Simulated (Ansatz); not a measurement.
# CH$_{4}$GaO···CH$_{4}$ (doublet): what the fields show

Input

```
crystal:
  periodic: [false, false, false]
  atoms:
    - { symbol: Ga, position_ang: [0.0, 0.0, 0.0] }
    - { symbol: H, position_ang: [0.0, 0.0, 1.82] }
    - { symbol: C, position_ang: [1.7147, 0.0, -0.99] }
    - { symbol: H, position_ang: [2.0443, -1.0462, -1.1602] }
    - { symbol: H, position_ang: [1.5782, 0.508, -1.9674] }
    - { symbol: H, position_ang: [2.4842, 0.5381, -0.3982] }
    - { symbol: O, position_ang: [-1.5501, 0.0, -0.895] }
    - { symbol: H, position_ang: [-2.0598, -0.8467, -0.6865] }
    - { symbol: C, position_ang: [0.0, 0.0, 3.23] }
    - { symbol: H, position_ang: [-0.5653, -0.8805, 3.6005] }
    - { symbol: H, position_ang: [1.0452, -0.0494, 3.6005] }
    - { symbol: H, position_ang: [-0.4798, 0.9298, 3.6005] }
magnetization:
  spin_polarized: true
  initial_magnetization: 1
basis:
  gaussian: { orbitals: def2-SVP }
hamiltonian:
  xc: pbe
relax:
  f_tol: 0.15
  max_steps: 25
  restrain:
    - { distance: [1, 8], at: 1.11, k: 30.0 }
    - { distance: [0, 1], at: 2.77, k: 30.0 }
output:
  orbitals: {}
```

Launched as:

```sh
ansatz run input.yaml --threads 4 --pin off --max-ram 5120MiB --backend cpu --events-out ev --progress --plain --runs-dir out
```

The fields are those of the run's last geometry, not of the input's.

Theory: UKS PBE/def2-SVP in Ansatz 0.2.0.

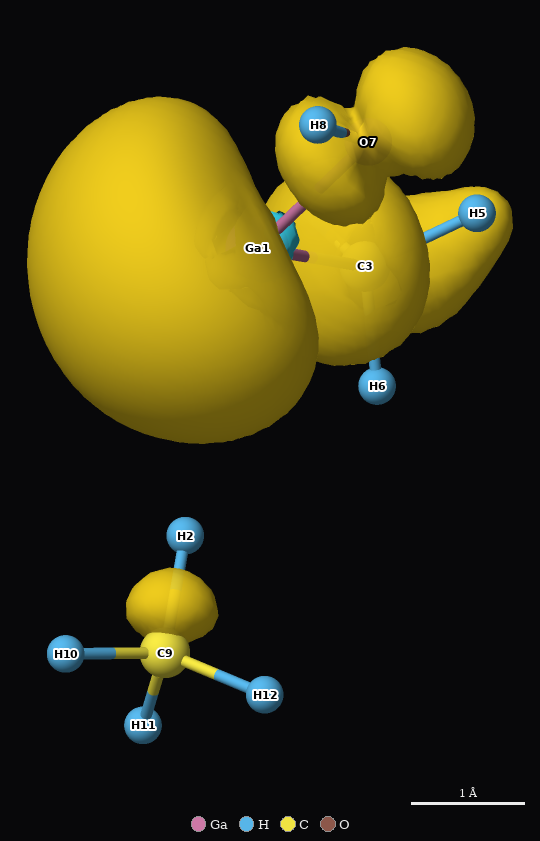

Figure 1. Isosurfaces of the spin density at +0.015 (yellow) and −0.015 e/Å³ (cyan), seen at an oblique angle.

Which atoms carry the spin?

Answer. The unpaired spin (1 electron) lies mostly on Ga1 (about 0.6), C3 (about 0.2) and O7 (about 0.1), in electrons by Hirshfeld's partition.

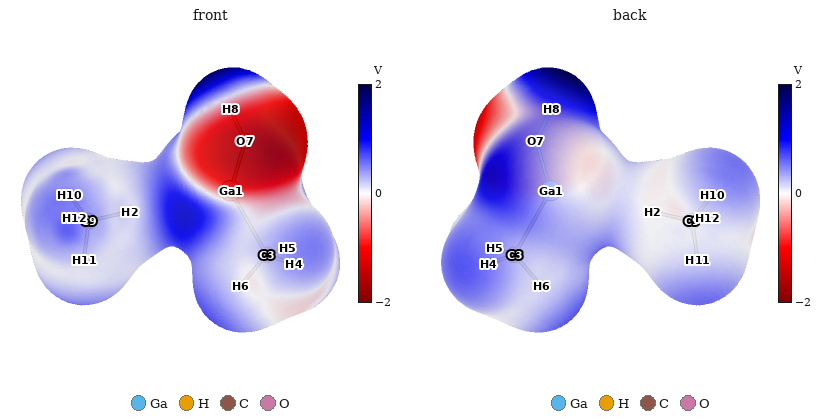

Figure 2. The electrostatic potential painted on the density surface at 0.002 e/bohr³, seen from the front and from behind; the colour scale runs from red (negative) to blue (positive).

Which sites attract a positive test charge, and which a negative one?

Answer. A positive charge is drawn to the negative regions and a negative charge to the positive ones. The most negative region (about −1.6 V, or −37 kcal/mol for a unit charge) lies over O7, the most positive (about +1.9 V, or +44 kcal/mol for a unit charge) over H8. O7 is the likeliest acceptor of a hydrogen bond.

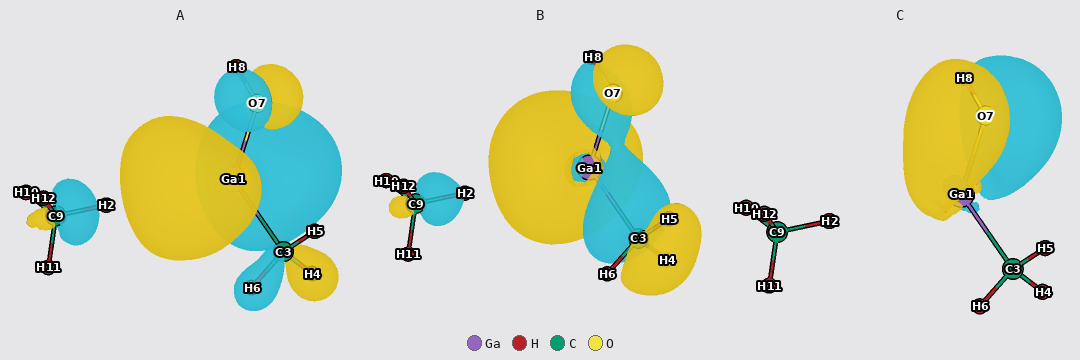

Figure 3. Three frontier orbitals at ±0.08 Å⁻³ᐟ² (yellow and cyan are the two phases), in no order.

Which picture is the HOMO−1, the HOMO and the LUMO? All are α orbitals.

Answer. C is the HOMO−1 (α) (−6.78 eV). It lies mainly on O7 (about 80 %) and Ga1 (about 10 %); largely a lone pair of O7. B is the HOMO (α) (−4.36 eV). By Hirshfeld shares it lies mainly on Ga1 (about 60 %), C3 (about 15 %) and O7 (about 15 %). A is the LUMO (α) (−1.55 eV). By Hirshfeld shares it lies mainly on Ga1 (about 70 %) and O7 (about 10 %).

What is the gap between the highest occupied and lowest empty α orbitals?

Answer. 2.81 eV between the orbital energies.

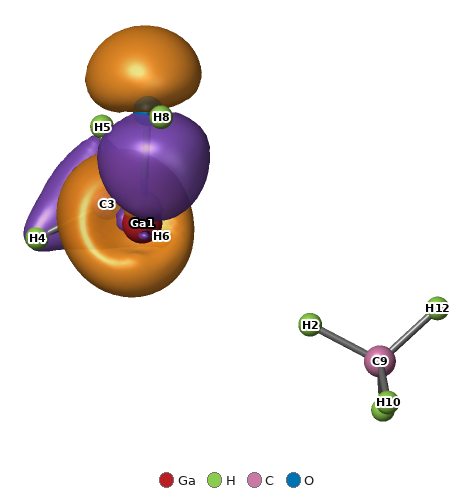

Figure 4. The HOMO−1 (β) at ±0.15 Å⁻³ᐟ² (orange and purple are the two phases), seen at an oblique angle.

What is the character of this orbital?

Answer. Its weight (Hirshfeld) is mainly on O7 (about 45 %), C3 (about 25 %) and Ga1 (about 20 %). Its energy is −6.97 eV.
